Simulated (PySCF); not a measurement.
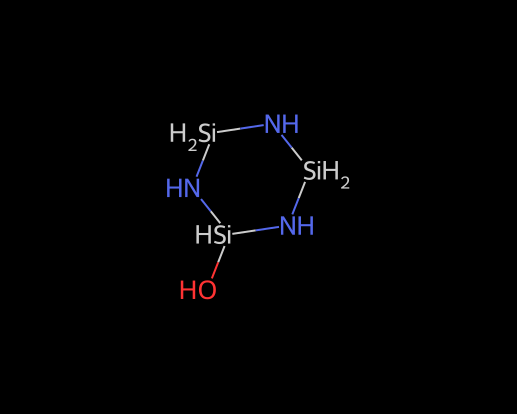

Structural formula above. The geometry was computed by an optimisation with GFN2-xTB. No frequency run is at hand to confirm it as a minimum.

What does the molecule look like in three dimensions?

The molecule is H9N3OSi3. Its SMILES string is `O[SiH]1N[SiH2]N[SiH2]N1`. Independent rings (smallest set): 1 of 6 members. Among its groups: Si–H bond, Si–O bond, Si–N bond. Coordination: 1 O bent; 3 Si tetrahedral; 3 N trigonal planar.

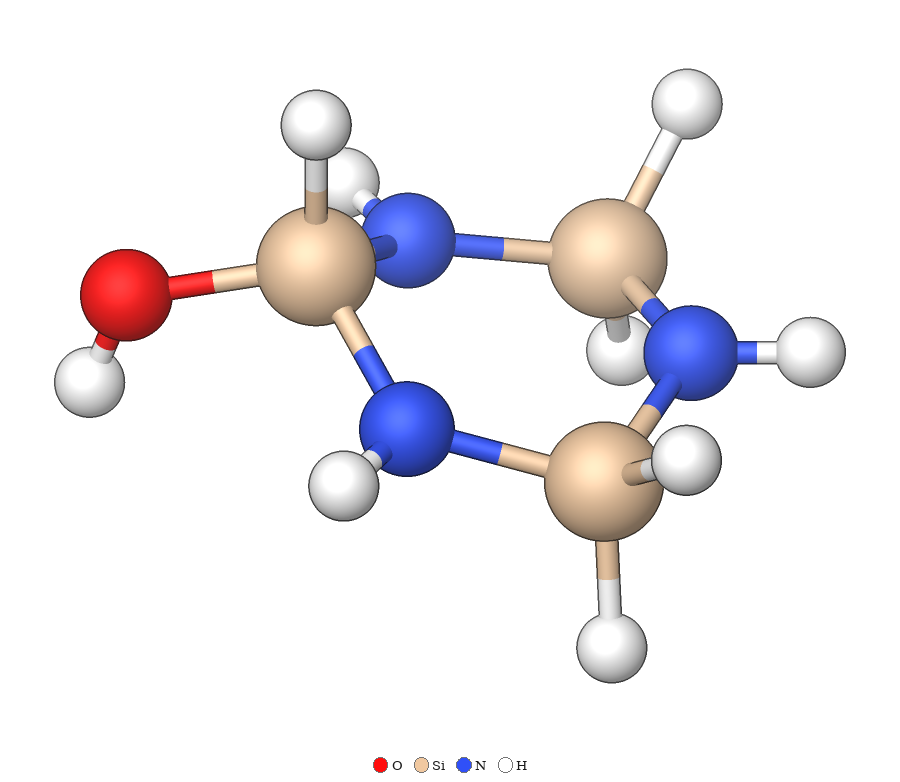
